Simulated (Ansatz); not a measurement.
System: CH4AlClSe (SMILES Cl[CH2][AlH][SeH]).

Input file:

```
crystal:
  periodic: [false, false, false]
  atoms:
    - { symbol: Cl, position_ang: [-1.4834, 1.3357, 0.849] }
    - { symbol: C, position_ang: [0.1984, 1.1935, 0.4883] }
    - { symbol: Al, position_ang: [0.4705, -0.4549, -0.5963] }
    - { symbol: Se, position_ang: [-1.2745, -1.845, -1.208] }
    - { symbol: H, position_ang: [0.7662, 1.1164, 1.4252] }
    - { symbol: H, position_ang: [0.5592, 2.0923, -0.0851] }
    - { symbol: H, position_ang: [2.0117, -0.8543, -1.019] }
    - { symbol: H, position_ang: [-1.1559, -2.6408, 0.0901] }
basis:
  gaussian:
    orbitals: def2-SVPD
hamiltonian:
  xc: pbe0
output:
  orbitals: {}
```

Command:

```sh
python
```

Method: SCF PBE0, Gaussian basis (Ansatz).

### What will maps of the electron density and electron localisation function show?

C–Cl (1.73 Å): ρ at the midpoint is about 1.4 e/Å³; the ELF peaks at about 0.90 between the atoms, as expected for a covalent bond.
C–Al (1.99 Å): the density is about 0.71 e/Å³ at the midpoint; the ELF peaks at about 0.95 between the atoms: a shared but strongly polarised pair.
Al–Se (2.31 Å): ρ at the midpoint is about 0.62 e/Å³; the ELF peaks at about 0.90 between the atoms; a polar covalent bond.
Al–H (1.65 Å): ρ at the midpoint is about 0.49 e/Å³; the ELF climbs to about 1 towards the hydrogen.

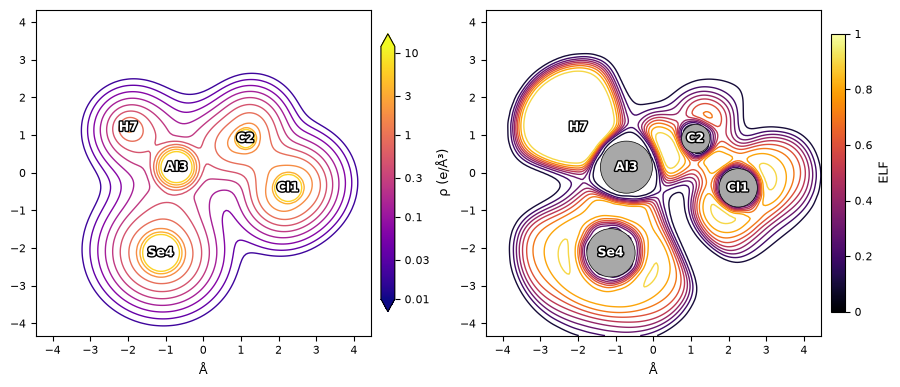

Computed electron density and electron localisation function on the plane of atoms C2, Al3 and H7, in this order. Grey discs cover the atomic cores in the ELF map. 
